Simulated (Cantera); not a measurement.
Input: 1 mol Si2H6, 37 mol N2O, 72 mol H2, equilibrated at 1.00 bar.

Equilibrium computed with Cantera from the NASA thermochemical tables; the gas is ideal and each condensed phase is pure. Candidate condensed phases: H2O, Si, SiO2, Si2N2O, Si3N4; 35 gas species. The feed counts by its element totals alone. The tables hold silica as quartz up to 1696 K and as liquid above; real silica turns to tridymite and cristobalite and melts near 1996 K. Gases not in the tables: Si(OH)4. Kinetics and transport are ignored.

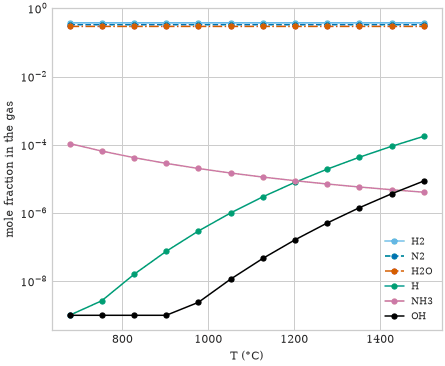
Equilibrium gas composition (values under 1e-9 drawn at 1e-9)

From 677 °C to 1352 °C the condensed part is SiO2(β-quartz). From 1427 °C to 1502 °C the condensed part is SiO2(condensed).
